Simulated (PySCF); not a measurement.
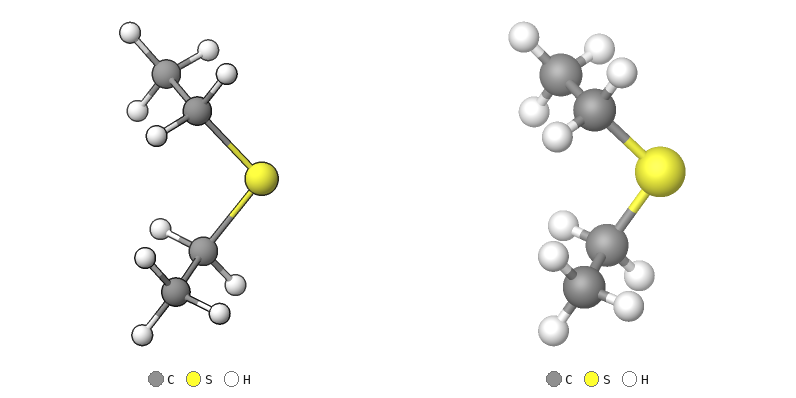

The same structure drawn twice, from different directions.

Computed geometry: GFN2-xTB optimisation. No frequency run is at hand to confirm it as a minimum.

Question: Which formula does it have?

Answer: C₄H₁₀S, 15 atoms: 4 carbon, 10 hydrogen and 1 sulfur.

Question: Write the SMILES.

Answer: CCSCC

Question: How many bonds of each kind are drawn?

Answer: 10 C–H, 2 C–C, 2 C–S.

Question: Describe its rings.

Answer: It has no ring.

More results for the same structure follow; atom numbers are the same in all pictures, views and colours differ.

## NMR shielding

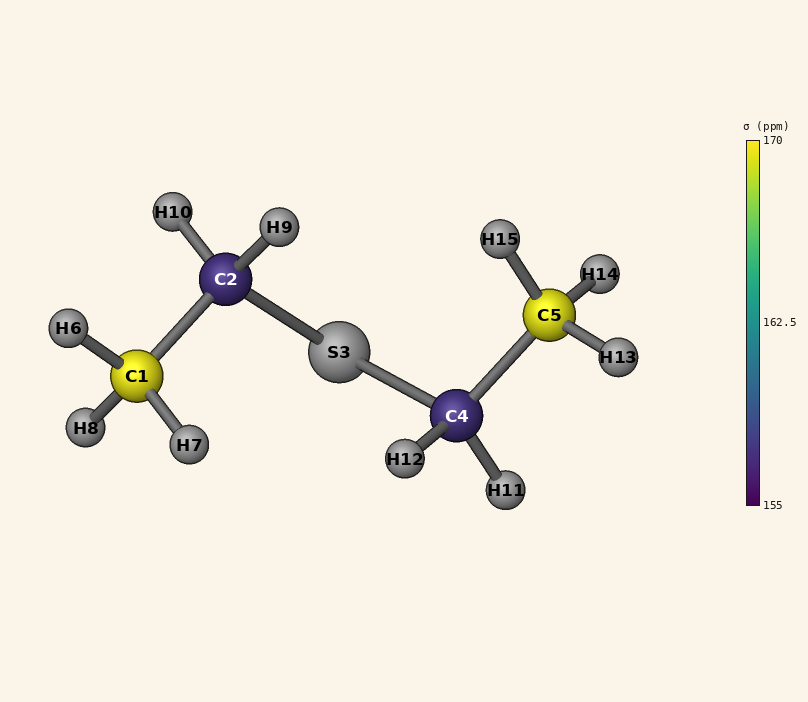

Atoms are coloured by their isotropic NMR shieldings (C only, the others grey). No frequency run is at hand to confirm it as a minimum. Properties computed with GIAO PBE0/pcSseg-1 NMR shielding, non-relativistic, gas phase (PySCF 2.14.0).

List the isotropic NMR shieldings of the C atoms.

```
atom  σ (ppm)
  C1    169.5
  C2    157.2
  C4    157.3
  C5    169.4
```

## Dipole moment

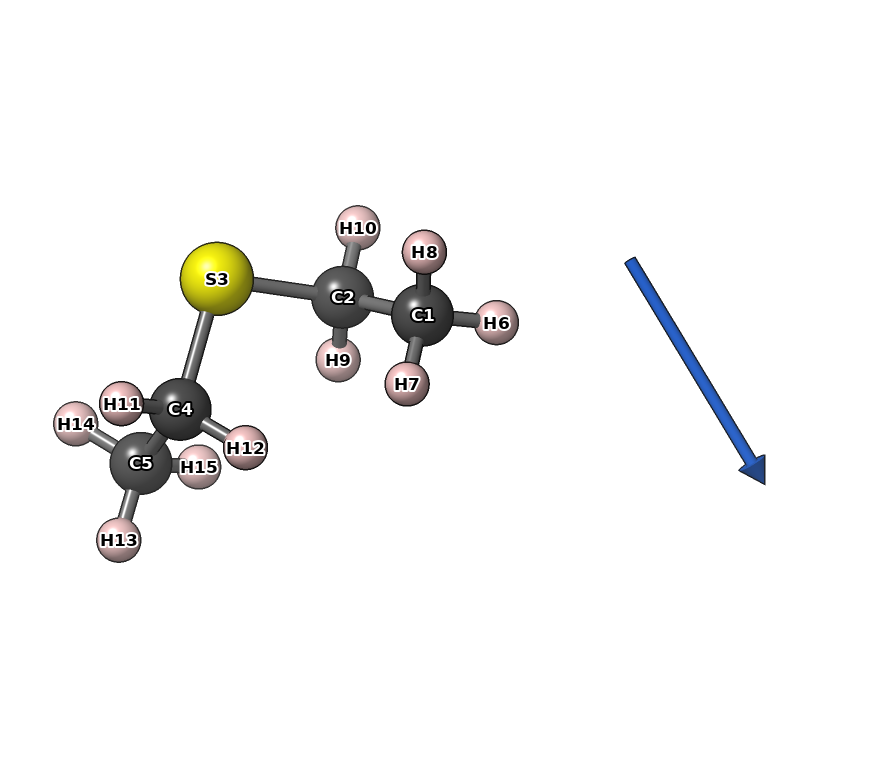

The arrow beside the molecule shows the direction of the dipole moment, from the negative to the positive end (its length means nothing). No frequency run is at hand to confirm it as a minimum. Method: PBE0/pcSseg-1, gas phase (PySCF 2.14.0).

Question: Estimate the dipole moment.

Answer: 1.77 D; it points from the side of S3 to the side of H6, H7, H13, H15 (the outermost atoms at the two ends).

## Quadrupole coupling

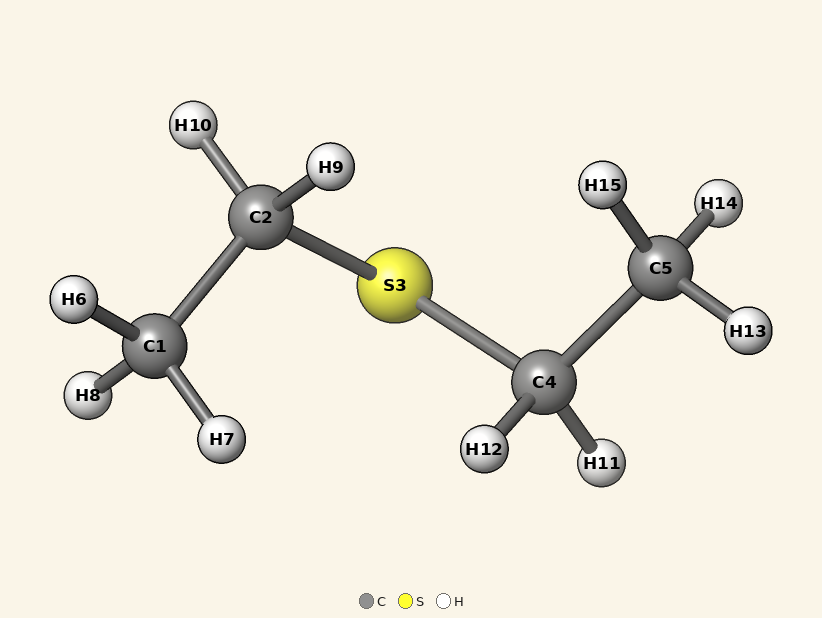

No frequency run is at hand to confirm it as a minimum. Electric field gradients from the ground-state density, PBE0/pcSseg-1 (PySCF 2.14.0), non-relativistic apart from any core potentials.

Give the largest field-gradient component, the quadrupole coupling constant and the asymmetry for 33S at S3 (Q = −67.81 mb).

| atom | V_zz (a.u.) | e²qQ/h (MHz) | η |
| --- | --- | --- | --- |
| S3 | −3.020 | 48.1 | 0.61 |
